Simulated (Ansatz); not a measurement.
**One shape, several levels: doublet CH3Al+**

Aim: a comparison of 6 runs (UHF/STO-3G, U-r2SCAN0/cc-pVTZ, UB3LYP/cc-pVTZ, UPBE/cc-pVTZ, RPA@PBE0/cc-pVTZ, UCCSD(T)/cc-pVTZ) of doublet CH3Al+. 

The calculation is run with Ansatz 0.2.0.

68 further runs of the same task are left out: 68 set aside as unsound or not needed.

## (1) The molecule

CH3Al+ has 5 atoms, charge +1, and is taken as a doublet. SMILES of the parent species: `C[Al]`. The coordinates come from a PBE0-D4/def2-TZVP relaxation. That shape belongs to the parent species and isn't relaxed for this state.

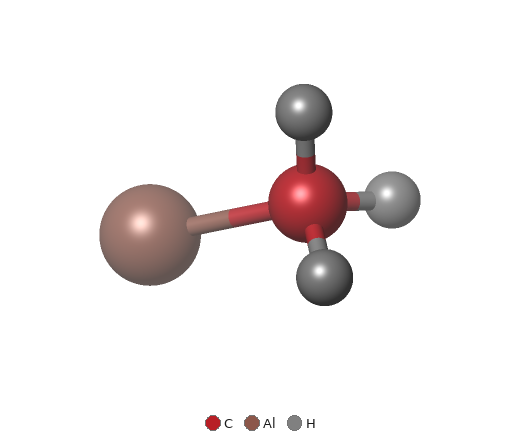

The structure, seen from a chosen angle (carbon red, aluminium brown, hydrogen grey).

## (2) The energy at UHF/STO-3G (run 1)

The input, run.yaml:

```yaml
basis:
  gaussian:
    orbitals: STO-3G
crystal:
  periodic: [false, false, false]
  atoms:
    - {symbol: C, position_ang: [-0.131220, -0.057510, 0.054000]}
    - {symbol: Al, position_ang: [1.572690, 0.689240, -0.647230]}
    - {symbol: H, position_ang: [-0.230740, -1.127460, -0.171770]}
    - {symbol: H, position_ang: [-0.205100, 0.049890, 1.144270]}
    - {symbol: H, position_ang: [-1.005630, 0.445840, -0.379270]}
total_charge: 1
magnetization:
  spin_polarized: true
  initial_magnetization: 1
hamiltonian:
  xc: hf
accuracy: high
output: {orbitals: {seedname: orbitals}}
```

Started as:

```sh
$ ansatz run run.yaml --threads 1 --pin off --max-ram 3480MiB --events-out events.jsonl --progress --plain --runs-dir runs
```

Log:

```text
Warning: RAYON_NUM_THREADS=1 ignored (pool sized by the plan → 1); use --threads N
Functional definition: HF
  name "HF"
  exchange = exact_x
  correlation = 0
287 factors; integrals over basis functions are off by at most 1.5e-8 eV
mean field evaluation 1: about -7562.1407 eV, gradient 1.6e1 eV
mean field evaluation 2: about -7562.1768 eV, gradient 1.6e1 eV
mean field evaluation 4: about -7564.4497 eV, gradient 1.6e0 eV
mean field evaluation 8: about -7564.4921 eV, gradient 2.2e-2 eV
mean field -7564.49208955 eV, -277.9899568940 hartree, gradient 5.7e-9 eV, S^2 0.780810; 0 other end points of the search recorded, 0 dependent functions left out
reference -7564.49208955 eV, -277.9899568940 hartree; 11, 10 occupied and 6, 7 virtual orbitals, 287 factors
Total energy: -7564.49208955 eV, -277.9899568940 hartree
```

Run time: 0.08 s. Hardware: 1 thread of Intel Xeon 6975P-C (Granite Rapids), shared host.

## (3) The energy at U-r2SCAN0/cc-pVTZ (run 2)

Edit run.yaml of step 2 so:

```diff
@@ -1,4 +1 @@
-basis:
-  gaussian:
-    orbitals: STO-3G
 crystal:
@@ -11,2 +8,5 @@
     - {symbol: H, position_ang: [-1.005630, 0.445840, -0.379270]}
+basis:
+  gaussian:
+    orbitals: cc-pVTZ
 total_charge: 1
@@ -16,4 +16,5 @@
 hamiltonian:
-  xc: hf
+  xc: {name: r2SCAN0}
 accuracy: high
-output: {orbitals: {seedname: orbitals}}
+output:
+  orbitals: {seedname: orbitals}
```

Started as:

```sh
$ ansatz run run.yaml --threads 1 --pin off --max-ram 3480MiB --events-out events.jsonl --progress --plain --runs-dir runs
```

Log:

```text
Warning: RAYON_NUM_THREADS=1 ignored (pool sized by the plan → 1); use --threads N
Functional definition: r2SCAN0
  name "r2SCAN0"
  parameter a = 0.25
  parameter k0 = 0.174
  parameter k1 = 0.065
  parameter a1 = 4.9479
  exchange = (1 - a)*r2scan_x(k0 = k0, k1 = k1, a1 = a1) + a*exact_x
  correlation = r2scan_c
1819 factors; integrals over basis functions are off by at most 3.2e-9 eV
mean field evaluation 1: about -7657.7721 eV, gradient 5.5e1 eV
mean field evaluation 2: about -7615.1885 eV, gradient 8.6e1 eV
mean field evaluation 4: about -7673.0233 eV, gradient 3.5e0 eV
mean field evaluation 8: about -7673.1429 eV, gradient 5.4e-1 eV
mean field evaluation 16: about -7673.1469 eV, gradient 1.6e-4 eV
mean field -7673.14694987 eV, -281.9829493619 hartree, gradient 8.4e-8 eV, S^2 0.764184; 0 other end points of the search recorded, 0 dependent functions left out
reference -7673.14695261 eV, -281.9829494626 hartree; 11, 10 occupied and 95, 96 virtual orbitals, 1819 factors
Total energy: -7673.14695261 eV, -281.9829494626 hartree
```

It took 7.2 s on 1 thread of Intel Xeon 6975P-C (Granite Rapids), shared host; peak memory 0.44 GiB.

Runs 3 to 5 aren't shown in full; the table further down has their settings and results.

## (4) A single-point energy at UCCSD(T)/cc-pVTZ (run 6)

The input, in.yaml:

```yaml
basis:
  gaussian:
    orbitals: cc-pVTZ
crystal:
  periodic: [false, false, false]
  atoms:
    - symbol: C
      position_ang: [-0.131220, -0.057510, 0.054000]
    - symbol: Al
      position_ang: [1.572690, 0.689240, -0.647230]
    - symbol: H
      position_ang: [-0.230740, -1.127460, -0.171770]
    - symbol: H
      position_ang: [-0.205100, 0.049890, 1.144270]
    - symbol: H
      position_ang: [-1.005630, 0.445840, -0.379270]
total_charge: 1
magnetization:
  spin_polarized: true
  initial_magnetization: 1
correlation:
  method: ccsd_t
  frozen_orbitals: {Al: 5, C: 1, H: 0}
accuracy: high
scf:
  omitted_lower_state_checks: [cluster_reference, increment]
```

Started as:

```sh
$ ansatz run in.yaml --threads 1 --pin off --max-ram 3480MiB --events-out events.jsonl --progress --plain --runs-dir runs
```

Log, shortened:

```text
Warning: RAYON_NUM_THREADS=1 ignored (pool sized by the plan → 1); use --threads N
[... 2 set-up lines as earlier in the session ...]
[...]
1819 factors; integrals over basis functions are off by at most 3.2e-9 eV
[...]
mean field -7653.90955744 eV, -281.2759882296 hartree, gradient 2.0e-8 eV, S^2 0.782390; 0 other end points of the search recorded, 0 dependent functions left out
6 core orbitals not correlated: weight in the atoms' cores, before any rotation towards them, 1.000 or more for the frozen orbitals, at most 0.000 for the correlated occupied ones
reference -7653.90955744 eV, -281.2759882296 hartree; 5, 4 occupied and 95, 96 virtual orbitals, 1819 factors
second order -5.65773664 eV of doubles, -0.00000000 eV of singles
cycle   1  -6.05276711 eV  change   -4.0e-1 eV  update   6.0e-2
[...]
cycle  22  -6.28936759 eV  change   2.2e-10 eV  update  9.6e-10
perturbative correction -0.23222971 eV, -0.0085342845 hartree
Total energy: -7660.43115474 eV, -281.5156525098 hartree
Checks for a lower state left out: cluster_reference, increment
```

Wall time 14 s (1 thread of Intel Xeon 6975P-C (Granite Rapids), shared host); peak memory 1.1 GiB.

## (5) All runs side by side

| run | level | frozen core orbitals | energy (Eh) | HOMO energy (eV) | LUMO energy (eV) | ⟨S²⟩ | wall time |
| --- | --- | --- | --- | --- | --- | --- | --- |
| 1 | UHF/STO-3G | – | -277.989957 | -14.56 | -2.65 | 0.781 | 0.08 s |
| 2 | U-r2SCAN0/cc-pVTZ | – | -281.982949 | -13.44 | -9.36 | 0.764 | 7.2 s |
| 3 | UB3LYP/cc-pVTZ | – | -282.070804 | -12.95 | -10.13 | 0.757 | 4.8 s |
| 4 | UPBE/cc-pVTZ | – | -281.849060 | -12.09 | -10.65 | 0.754 | 3.9 s |
| 5 | RPA@PBE0/cc-pVTZ | 6 | -281.623301 | – | – | 0.758 | 8.1 s |
| 6 | UCCSD(T)/cc-pVTZ | 6 | -281.515653 | – | – | 0.782 | 14 s |

## (6) Outcome

```
                                          quantity          value
                               run 6: total energy  -281.51565 Eh
run 6: correlation energy (6 core orbitals frozen)     -239.7 mEh
                             run 6: (T) correction      -8.53 mEh
          run 6: ⟨S²⟩ of the reference determinant          0.782
                              run 6: T1 diagnostic          0.016
```

Totals of different functionals can't be ranked against each other. In run 1 the basis is minimal, so the values are rough. All runs together took 38 s, the longest 14 s.
